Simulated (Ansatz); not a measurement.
# One shape, several levels: AsH3 (arsine)

Wanted: a comparison of 6 runs (B2PLYP/STO-3G, B3LYP/STO-3G, r2SCAN0/STO-3G, wB97M-V/STO-3G, wB97X/STO-3G, CCSDT(Q)/STO-3G) of AsH3 (arsine). 

Program for the calculation: Ansatz 0.2.0.

29 further runs of the same task are left out: 1 that didn't finish, 28 set aside as unsound or not needed.

**1. Starting point**

AsH3: 4 atoms, total charge 0, spin state singlet. As SMILES, `[AsH3]`. The H4–As1 distance was set to 2.283 Å, away from the relaxed value. At this shape a bond of the SMILES string is far longer than usual.

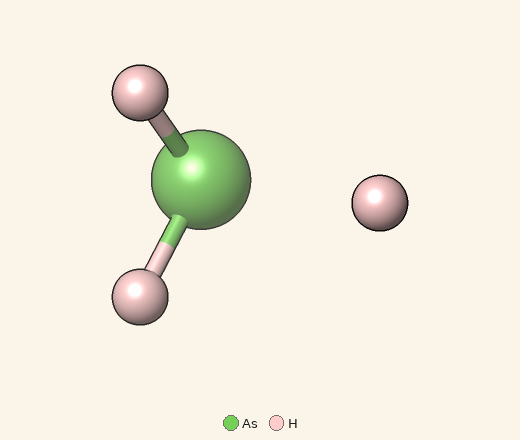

Viewed from a chosen angle; arsenic green, hydrogen pink.

**2. A single-point energy at B2PLYP/STO-3G (run 1)**

File input.yaml:

```yaml
crystal:
  periodic: [false, false, false]
  atoms:
    - {symbol: As, position_ang: [-0.790676, 0.937670, -0.131740]}
    - {symbol: H, position_ang: [-0.224976, 1.080370, 1.273660]}
    - {symbol: H, position_ang: [-1.642876, -0.255430, 0.275360]}
    - {symbol: H, position_ang: [0.933900, -0.412500, -0.774500]}
basis:
  gaussian: {orbitals: STO-3G}
hamiltonian: {xc: {name: B2PLYP}}
correlation: {frozen_orbitals: {As: 9, H: 0}}
accuracy: high
```

Run with:

```console
ansatz run input.yaml --threads 1 --pin off --max-ram 2610MiB --events-out events.jsonl --progress --plain --runs-dir runs
```

The log of the run:

```text
Warning: RAYON_NUM_THREADS=1 ignored (pool sized by the plan → 1); use --threads N
Functional definition: B2PLYP
  name "B2PLYP"
  parameter a = 0.53
  parameter c = 0.27
  exchange = (1 - a)*b88_x + a*exact_x
  correlation = (1 - c)*lyp_c + c*(mp2_os + mp2_ss)
259 factors; integrals over basis functions are off by at most 1.7e-8 eV
mean field evaluation 1: about -60188.4249 eV, gradient 6.5e0 eV
mean field evaluation 2: about -60188.4014 eV, gradient 6.4e0 eV
mean field evaluation 4: about -60188.7041 eV, gradient 3.0e-1 eV
mean field evaluation 8: about -60188.7049 eV, gradient 1.2e-3 eV
mean field -60188.70487349 eV, -2211.8941067313 hartree, gradient 4.0e-8 eV, S^2 0.000000; 0 other end points of the search recorded, 0 dependent functions left out; unrestricted orbitals would lower it
9 core orbitals not correlated: weight in the atoms' cores, before any rotation towards them, 1.000 or more for the frozen orbitals, at most 0.000 for the correlated occupied ones
reference -60188.70488905 eV, -2211.8941073031 hartree; 9, 9 occupied and 3, 3 virtual orbitals, 259 factors
second order -2.45454824 eV of doubles, -0.00000000 eV of singles
Total energy: -60189.36761707 eV, -2211.9184621088 hartree
```

Run time: 0.76 s. Hardware: 1 thread of Intel Xeon Platinum 8488C (Sapphire Rapids), shared host.

**3. The energy at B3LYP/STO-3G (run 2)**

File in.yaml:

```yaml
crystal:
  periodic: [false, false, false]
  atoms:
    - symbol: As
      position_ang: [-0.790676, 0.937670, -0.131740]
    - symbol: H
      position_ang: [-0.224976, 1.080370, 1.273660]
    - symbol: H
      position_ang: [-1.642876, -0.255430, 0.275360]
    - symbol: H
      position_ang: [0.933900, -0.412500, -0.774500]
basis:
  gaussian:
    orbitals: STO-3G
hamiltonian:
  xc: {name: B3LYP}
accuracy: high
```

Run with:

```console
ansatz run in.yaml --threads 1 --pin off --max-ram 2610MiB --events-out events.jsonl --progress --plain --runs-dir runs
```

The log of the run:

```text
Warning: RAYON_NUM_THREADS=1 ignored (pool sized by the plan → 1); use --threads N
Functional definition: B3LYP
  name "B3LYP"
  parameter a0 = 0.2
  parameter ax = 0.72
  parameter ac = 0.81
  exchange = (1 - a0 - ax)*slater_x + ax*b88_x + a0*exact_x
  correlation = (1 - ac)*vwn_rpa_c + ac*lyp_c
259 factors; integrals over basis functions are off by at most 1.7e-8 eV
mean field evaluation 1: about -60197.9192 eV, gradient 1.0e1 eV
mean field evaluation 2: about -60196.1462 eV, gradient 1.8e1 eV
mean field evaluation 4: about -60198.5534 eV, gradient 1.3e-1 eV
mean field evaluation 8: about -60198.5093 eV, gradient 1.1e-3 eV
mean field -60198.50932879 eV, -2212.2544138177 hartree, gradient 7.7e-8 eV, S^2 0.000000; 0 other end points of the search recorded, 0 dependent functions left out
reference -60198.50935299 eV, -2212.2544147073 hartree; 18, 18 occupied and 3, 3 virtual orbitals, 259 factors
Total energy: -60198.50935299 eV, -2212.2544147073 hartree
```

It took 0.6 s on 1 thread of Intel Xeon Platinum 8488C (Sapphire Rapids), shared host.

Runs 3 to 5 aren't shown in full; the table further down has their settings and results.

**4. A single-point energy at CCSDT(Q)/STO-3G (run 6)**

File molecule.yaml:

```yaml
crystal:
  periodic: [false, false, false]
  atoms:
    - {symbol: As, position_ang: [-0.790676, 0.937670, -0.131740]}
    - {symbol: H, position_ang: [-0.224976, 1.080370, 1.273660]}
    - {symbol: H, position_ang: [-1.642876, -0.255430, 0.275360]}
    - {symbol: H, position_ang: [0.933900, -0.412500, -0.774500]}
basis:
  gaussian: {orbitals: STO-3G}
magnetization: {spin_polarized: false}
correlation: {method: ccsdt_q, frozen_orbitals: {As: 9, H: 0}}
accuracy: high
scf: {omitted_lower_state_checks: [cluster_reference, increment]}
```

Run with:

```console
ansatz run molecule.yaml --threads 1 --pin off --max-ram 2610MiB --events-out events.jsonl --progress --plain --runs-dir runs
```

The log of the run, shortened:

```text
Warning: RAYON_NUM_THREADS=1 ignored (pool sized by the plan → 1); use --threads N
Functional definition: HF
  name "HF"
[...]
259 factors; integrals over basis functions are off by at most 1.7e-8 eV
[...]
mean field -60160.59464092 eV, -2210.8610747380 hartree, gradient 2.3e-8 eV, S^2 0.000000; 0 other end points of the search recorded, 0 dependent functions left out; unrestricted orbitals would lower it
9 core orbitals not correlated: weight in the atoms' cores, before any rotation towards them, 1.000 or more for the frozen orbitals, at most 0.000 for the correlated occupied ones
reference -60160.59464092 eV, -2210.8610747380 hartree; 9, 9 occupied and 3, 3 virtual orbitals, 259 factors
second order -1.77128692 eV of doubles, -0.00000000 eV of singles
cycle   1  -2.46839565 eV  change   -7.0e-1 eV  update   1.1e-1
[...]
cycle  22  -3.02372056 eV  change    1.4e-9 eV  update   1.2e-9
perturbative correction 0.00050933 eV, 0.0000187177 hartree
Total energy: -60163.61785215 eV, -2210.9721757015 hartree
Checks for a lower state left out: cluster_reference, increment
```

Run time: 0.24 s. Hardware: 1 thread of Intel Xeon Platinum 8488C (Sapphire Rapids), shared host.

**5. All runs side by side**

```csv
run,level,frozen core orbitals,energy (Eh),wall time
1,B2PLYP/STO-3G,9,-2211.918462,0.76 s
2,B3LYP/STO-3G,–,-2212.254415,0.6 s
3,r2SCAN0/STO-3G,–,-2212.381352,1.4 s
4,wB97M-V/STO-3G,–,-2212.320020,6 s
5,wB97X/STO-3G,–,-2212.303009,2.6 s
6,CCSDT(Q)/STO-3G,9,-2210.972176,0.24 s
```

**6. Summary of results**

| quantity | value |
| --- | --- |
| run 6: total energy | -2210.97218 Eh |
| run 6: correlation energy (9 core orbitals frozen) | -111.1 mEh |
| run 6: T1 diagnostic | 0.011 |

What this shows: Totals of different functionals can't be ranked against each other. In runs 1, 6 the log says that unrestricted orbitals would lower the reference, so the values rest on an unstable closed-shell determinant (other closed-shell runs at this shape may share the fault). In runs 1, 2, 3, 4, 5, 6 the basis is minimal, so the values are rough. All runs together took 12 s, the longest 6 s.
